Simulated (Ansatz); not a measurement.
Start from Ru in the hcp (Mg type) structure (space group P6_3/mmc, No. 194; a = 2.692 Å, c = 4.246 Å). Axes: x lies along a and z along c of the hexagonal cell.

Structures relaxed with Kohn–Sham DFT with the PBEsol functional, run in Ansatz (a quantum-chemistry and plane-wave program) with PAW and 420 eV plane waves, spin-orbit coupling left out.

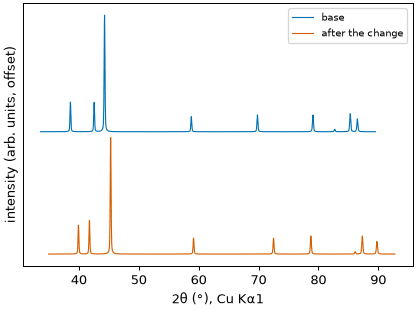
Figure. Simulated powder patterns before (top) and after one change

**Question.** What was done to the base?
A. uniaxial stress, 2 GPa tension along z
B. biaxial strain −3.23 %, plane normal [001], relaxed out of plane
C. uniaxial strain ε_xx = +0.82 %
D. uniaxial strain ε_yy = −1.04 %

**Answer.** B, biaxial strain −3.23 %, plane normal [001], relaxed out of plane. Its volume per atom is 12.70 Å³ against 13.32 Å³, and its space group is P6_3/mmc (No. 194).

Stability under load was not tested beyond the relaxation. The final runs are not spin-polarised.
